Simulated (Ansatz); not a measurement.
# CuPd (Skaergaardite): how the settings move a single-point run

Question: which choices in the input matter for CuPd (Skaergaardite)?

Program: Ansatz 0.2.0. Level of theory: reference: DFT, r2SCAN, PAW with Ansatz's default frozen-core files, scalar-relativistic. These are calculated values, not measurements.

## Step 1: The system as given

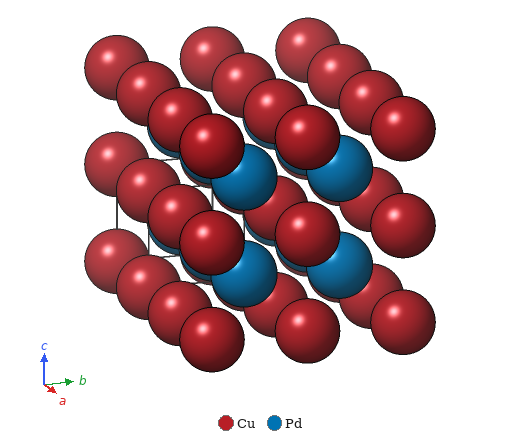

The starting structure, seen slightly off an axis (copper red, palladium blue). 3×2×2 cells are drawn. Atoms on the faces are drawn again on the opposite ones.

Structure file:

```
Cu Pd
1.0
     2.28973    0.00000    0.00000
     0.00000    2.28973    0.00000
     0.00000    0.00000    2.28973
Cu Pd
1 1
Direct
  0.00000 0.00000 0.00000
  0.50000 0.50000 0.50000
```

## Step 2: The reference run

input.yaml

```yaml
crystal:
  lattice:
    - [2.289732584, 0.0, 0.0]
    - [0.0, 2.289732584, 0.0]
    - [0.0, 0.0, 2.289732584]
  atoms:
    - { symbol: Cu, position: [0.0, 0.0, 0.0] }
    - { symbol: Pd, position: [0.5, 0.5, 0.5] }
kpoints:
  mp_grid: { grid: [12, 12, 12] }
  band_path:
    path:
      - [0.0, 0.0, 0.0]
      - [0.0, 0.5, 0.0]
      - [0.5, 0.5, 0.0]
      - [0.0, 0.0, 0.0]
      - [0.5, 0.5, 0.5]
      - [0.0, 0.5, 0.0]
      - [0.5, 0.5, 0.5]
      - [0.5, 0.5, 0.0]
    npoints: 6
scf:
  occupations: { method: fermi_dirac, width: 0.05 }
hamiltonian:
  xc: r2scan
  pseudopotentials: { kind: paw }
output:
  forces: true
  stress: true
  eigenvalues: true
  efg: { contact_densities: true }
  populations: true
```

On the command line:

```console
ansatz run input.yaml --threads 1 --pin off --max-ram 2048MiB --backend cpu --events-out ev --progress --plain --runs-dir out
```

The main lines of its log:

```text
[...]
Basis set: ecut = 500 eV, 305 PW (Γ), exchange–correlation on 72×72×72 points (64 copies of the dense FFT grid, shifted against one another)
[...]
k-points: 84 of 1728
[...]
SCF iter   1: F=—  HF=-13596.425835 eV  |F-HF|=—  |Δ(HF+E_count)|=         —  Δρ=7.57e-2  dr2=5.26e-1  dr2_τ=4.55e-1  ethr=1.77e-3  ⟨swp⟩=5.9  Hψ=8790  notcnv=0
preconditioner: auto → none  [metal: Δε(μ)=0.095 eV  Ē_g=21.797 eV  σ=0.050 eV  W_gap=0.39  n_scr=6 (ndim 8)  ℏωp=49.1 eV  f_vac=0.000  D(μ)=0.36/eV (n_scr^D=0)  sad-step TF]
SCF iter   2: F=—  HF=-13596.443029 eV  |F-HF|=—  |Δ(HF+E_count)|=   1.72e-2  Δρ=4.01e-2  dr2=1.42e-1  dr2_τ=9.49e-3  ethr=1.42e-3  ⟨swp⟩=2.5  Hψ=3622  notcnv=0  defer=31
[...]
SCF iter   6: F=—  HF=-13596.440385 eV  |F-HF|=—  |Δ(HF+E_count)|=   1.86e-5  Δρ=3.38e-4  dr2=6.84e-6  dr2_τ=3.11e-7  ethr=5.43e-8  ⟨swp⟩=2.8  Hψ=3988  notcnv=0  defer=31
SCF iter   7: F=-13596.440383 eV  HF=-13596.440383 eV  |F-HF|=8.53e-8  |Δ(HF+E_count)|=   2.54e-6  Δρ=4.78e-5  dr2=7.75e-8  dr2_τ=7.03e-9  ethr=2.70e-10  ⟨swp⟩=6.5  Hψ=10754  notcnv=0
[...]
SCF converged after 7 iterations
Free energy (F): -13596.440383 eV
[...]
E sigma→0 (E₀):  -13596.438828 eV
[...]
Fermi energy:    47.399233 eV
[...]
  P = ⅓ Tr σ = 990.3772 GPa (9903.772 kbar)
[...]
```

It took 5.4 s on 1 thread of Intel Xeon Platinum 8488C (Sapphire Rapids), shared host; peak memory 0.45 GiB.

## Step 3: Changed: mp_grid.shift [0.5, 0.5, 0.5]

Changes to input.yaml since step 2:

```diff
@@ -9,3 +9,3 @@
 kpoints:
-  mp_grid: { grid: [12, 12, 12] }
+  mp_grid: { grid: [12, 12, 12], shift: [0.5, 0.5, 0.5] }
   band_path:
@@ -32 +32,5 @@
   populations: true
+  write_density: true
+  write_potential: true
+  elf: true
+  volumetric_format: npy
```

On the command line:

```console
ansatz run input.yaml --threads 1 --pin off --max-ram 2048MiB --backend cpu --events-out ev --progress --plain --runs-dir out
```

The log of the run, cut to the lines that bear on the results:

```text
Pd: output.efg is read without spin–orbit coupling, which moves field gradients at and beside such atoms by some per cent and up to a factor of two; PAW files take it under magnetization.noncollinear and magnetization.spin_orbit
[...]
Pseudopotentials: kind: paw
Pseudopotential: Cu, paw, valence charge 19, recommended cutoff 500 eV (meta_gga)
Pseudopotential: Pd, paw, valence charge 18, recommended cutoff 500 eV (meta_gga)
Functional definition: r2SCAN
[...]
Crystal: 2 atoms, lattice volume = 12.005 Å³
Basis set: ecut = 500 eV, 305 PW (Γ), exchange–correlation on 72×72×72 points (64 copies of the dense FFT grid, shifted against one another)
Bands: 23, of which v1, the nominal top of the filled ones, is band 19 counted from 1 (18 counted from 0)
Symmetry: 48 space group operations
Space group: Pm-3m (ITA 221), of the structure as read, at distance tolerance 2.3e-5 Å
k-points: 56 of 1728
[...]
SCF iter   1: F=—  HF=-13596.411519 eV  |F-HF|=—  |Δ(HF+E_count)|=         —  Δρ=7.69e-2  dr2=5.26e-1  dr2_τ=4.51e-1  ethr=1.77e-3  ⟨swp⟩=5.9  Hψ=5906  notcnv=0
[...]
SCF iter   9: F=-13596.429217 eV  HF=-13596.429217 eV  |F-HF|=1.32e-9  |Δ(HF+E_count)|=   2.48e-8  Δρ=2.57e-6  dr2=2.95e-10  dr2_τ=2.77e-11  ethr=2.70e-10  ⟨swp⟩=11.6  Hψ=9409  notcnv=0
[...]
NSCF: frozen V_eff on 43 k-points
SCF converged after 9 iterations
Free energy (F): -13596.429217 eV
[...]
E sigma→0 (E₀):  -13596.427225 eV
Entropy (-TS):   -0.003985 eV (-1.992 meV/atom)
Fermi energy:    47.450546 eV
[...]
--- Forces (eV/Å), atoms counted from 1 ---
  atom   1  Cu    -0.00000000     0.00000000     0.00000000
  atom   2  Pd     0.00000000    -0.00000000    -0.00000000
[...]
--- Stress (GPa, compression-positive) ---
      990.022599      -0.000000       0.000000
       -0.000000     990.022599       0.000000
        0.000000       0.000000     990.022599
  P = ⅓ Tr σ = 990.0226 GPa (9900.226 kbar)
--- PAW observables at the nuclei: V_zz in 10²¹ V/m², potentials from the cell's mean, atoms counted from 1 ---
  atom   1  Cu V_zz =    +0.000000   η = 0.0000   by run symmetry: forbidden
            electrostatic potential = -3794.797748 V   contact ρ = 147460.877396 e/Å³
  atom   2  Pd V_zz =    +0.000000   η = 0.0000   by run symmetry: forbidden
            electrostatic potential = -7283.585412 V   contact ρ = 865137.600117 e/Å³
--- Band table (eV; the first three rows and the last of 56) ---
  k-point 0: bands = ["-71.9553", "-42.7351", "-27.8836", "-27.8836", "-27.8752", "-7.1741", "-7.1575", "-7.1575", "32.0478", "32.0478", "32.4684", "39.1388", "39.1388", "39.4067", "43.2906", "43.2906", "46.5125", "47.0138", "47.0138", "61.3398", "61.3398", "61.5868", "70.8487"]
[...]
--- Löwdin populations: 2 sites ---
  site symbol       q [e]
     0     Cu     18.9850
     1     Pd     17.6902
  spilling = 0.008779 (of n_electrons = 37.000000)
```

Run time: 4.8 s. Hardware: 1 thread of Intel Xeon Platinum 8488C (Sapphire Rapids), shared host; peak memory 0.44 GiB.

Changing the k-point mesh moves the energy by +5.6 meV/atom, and the pressure goes from 990.4 to 990.0 GPa. The energy is not variational in the mesh, so the sign tells nothing.

## Step 4: Changing settings: starting moments, spin_polarized true

Changes to input.yaml since step 2:

```diff
@@ -6,4 +6,4 @@
   atoms:
-    - { symbol: Cu, position: [0.0, 0.0, 0.0] }
-    - { symbol: Pd, position: [0.5, 0.5, 0.5] }
+    - { symbol: Cu, position: [0.0, 0.0, 0.0], spin: 3.0 }
+    - { symbol: Pd, position: [0.5, 0.5, 0.5], spin: 2.0 }
 kpoints:
@@ -32 +32,3 @@
   populations: true
+magnetization:
+  spin_polarized: true
```

On the command line:

```console
ansatz run input.yaml --threads 1 --pin off --max-ram 2048MiB --backend cpu --events-out ev --progress --plain --runs-dir out
```

The log of the run, cut to the lines that bear on the results:

```text
Pd: output.efg is read without spin–orbit coupling, which moves field gradients at and beside such atoms by some per cent and up to a factor of two; PAW files take it under magnetization.noncollinear and magnetization.spin_orbit
[...]
[... 4 set-up lines as earlier in the session ...]
[...]
Crystal: 2 atoms, lattice volume = 12.005 Å³
Basis set: ecut = 500 eV, 305 PW (Γ), exchange–correlation on 72×72×72 points (64 copies of the dense FFT grid, shifted against one another)
Bands: 26, of which v1, the nominal top of the filled ones, is band 19 counted from 1 (18 counted from 0)
[... 2 set-up lines as earlier in the session ...]
Magnetic group: BNS 221.92 (UNI 1594), of the structure as read, at distance tolerance 2.3e-5 Å
k-points: 84 of 1728
[...]
WARN: the starting moments were not kept: the SCF closed with an absolute magnetisation of 9.4e-6 μB, where they sum to 5 μB in size (2 sites). That is at most 0.1 of that sum. Measured as dr2_m measures the in/out step, that magnetisation stands 1.1e-10 eV from none, at or under the [...]
  atom   1  Cu     0.00000000     0.00000000     0.00000000
  atom   2  Pd     0.00000000    -0.00000000    -0.00000000
[...]
--- Stress (GPa, compression-positive) ---
      990.372569      -0.000000       0.000000
       -0.000000     990.372569       0.000000
        0.000000       0.000000     990.372569
  P = ⅓ Tr σ = 990.3726 GPa (9903.726 kbar)
--- PAW observables at the nuclei: V_zz in 10²¹ V/m², potentials from the cell's mean, atoms counted from 1 ---
  atom   1  Cu V_zz =    -0.000000   η = 0.0000   by run symmetry: forbidden
            electrostatic potential = -3794.760377 V   contact ρ = 147461.049059 e/Å³   contact ρ_s (e/Å³): all electrons -0.000072, valence -0.000087
  atom   2  Pd V_zz =    -0.000000   η = 0.0000   by run symmetry: forbidden
            electrostatic potential = -7283.590462 V   contact ρ = 865139.376220 e/Å³   contact ρ_s (e/Å³): all electrons -0.000371, valence -0.000392
--- Band table (eV; the first three rows and the last of 168) ---
[... band rows left out ...]
[...]
--- Löwdin populations: 2 sites ---
  site symbol       q [e]    m [muB]
     0     Cu     18.9937    -0.0000
     1     Pd     17.6810    -0.0000
  spilling = 0.008794 (of n_electrons = 37.000000)
```

It took 14 s on 1 thread of Intel Xeon Platinum 8488C (Sapphire Rapids), shared host; peak memory 0.45 GiB.

With the changed spin polarisation the energy stays within 0.5 meV/atom: no moment survives, so both runs end on the same non-magnetic state.

## Step 5: Side by side

| run | ending | energy change | pressure (GPa) | gap (eV) | force (eV/Å) | cycles | time |
| --- | --- | --- | --- | --- | --- | --- | --- |
| reference | converged | 0 | 990.4 | 0.00 | 0.00 | 7 | 5.4 s |
| 1: mp_grid.shift [0.5, 0.5, 0.5] | converged | +5.6 meV/atom | 990.0 | 0.00 | 0.00 | 9 | 4.8 s |
| 2: starting moments, spin_polarized true | converged | 0.0 meV/atom | 990.4 | 0.00 | 0.00 | 17 | 14 s |

Times don't compare one to one where runs were asked for different outputs or read a saved state (see the inputs); cycles may leave out searches for a lower state.

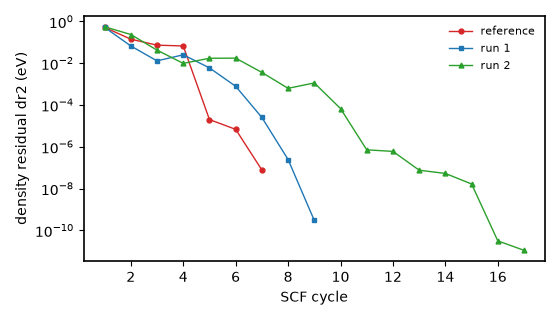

Residual by cycle in the longest SCF loop of each run; runs are numbered as in the table.

Of the converged runs whose energies compare with the reference's, «mp_grid.shift [0.5, 0.5, 0.5]» moves the energy most (+5.6 meV/atom) and «starting moments, spin_polarized true» least (0.0 meV/atom). The pressure spans 990.0 to 990.4 GPa over the reference and the converged variants. The structure is not at rest: the sound run finds 990 GPa, so these are no properties of the relaxed crystal. 
